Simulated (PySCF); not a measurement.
SMILES O=CCCc1ccccc1 at its GFN2-xTB optimised geometry (Å):

```
20

O      4.0707    -0.0299     0.5564
C      3.3294    -0.0040     1.4965
C      1.8312     0.0122     1.4348
C      1.2955     0.0009     0.0000
C     -0.2061     0.0009     0.0000
C     -0.9140     1.1959     0.0000
C     -2.2970     1.1970     0.0399
C     -2.9911     0.0001     0.0834
C     -2.2951    -1.1966     0.0851
C     -0.9122    -1.1945     0.0451
H      3.7219     0.0095     2.5348
H      1.4803     0.8992     1.9703
H      1.4626    -0.8558     1.9896
H      1.6768     0.8787    -0.5242
H      1.6764    -0.8860    -0.5092
H     -0.3764     2.1331    -0.0377
H     -2.8346     2.1341     0.0355
H     -4.0707    -0.0002     0.1134
H     -2.8310    -2.1341     0.1165
H     -0.3727    -2.1314     0.0427
```

Level of theory: PySCF with B3LYP/def2-SVP. Cells within 0.4 Å of a nucleus heavier than hydrogen are left out (blank, or x).

Map of the electron localisation function on the plane z = 0.0 Å:

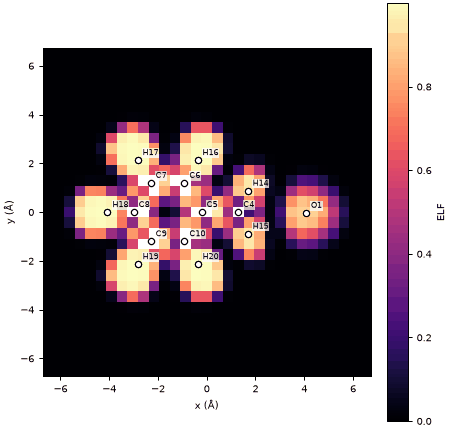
Figure. Electron localisation function on the plane z = 0.0 Å.
